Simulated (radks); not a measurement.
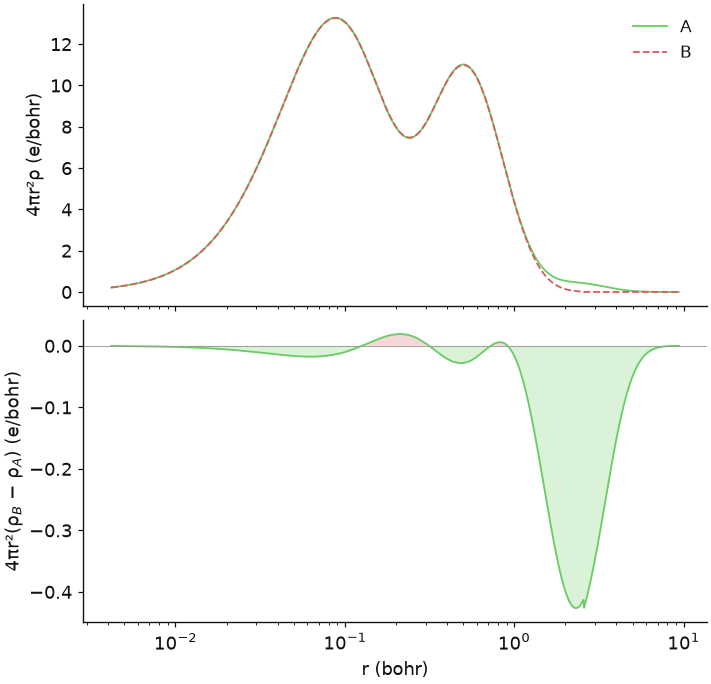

Two charge states of magnesium were computed: Mg²⁺ in [Ne]; Mg⁺ in [Ne] 3s1. Level of theory: non-relativistic Kohn-Sham, LDA (Slater exchange, VWN5 correlation), spin-unpolarised, spherical densities, point nucleus. Computed with the in-house radial solver radks.

The plot shows both radial densities and the radial density of run B less that of run A; on the logarithmic r axis, areas aren't charges.

Q: Which run is A and which is B? Where does the charge move?

Answer: A is Mg⁺ in [Ne] 3s1; B is Mg²⁺ in [Ne]. B holds hardly more charge than A anywhere and 1.0 electrons fewer where it is negative (most at r = 2.3 bohr), a net change of −1. The energy of B less that of A is 15.0 eV.
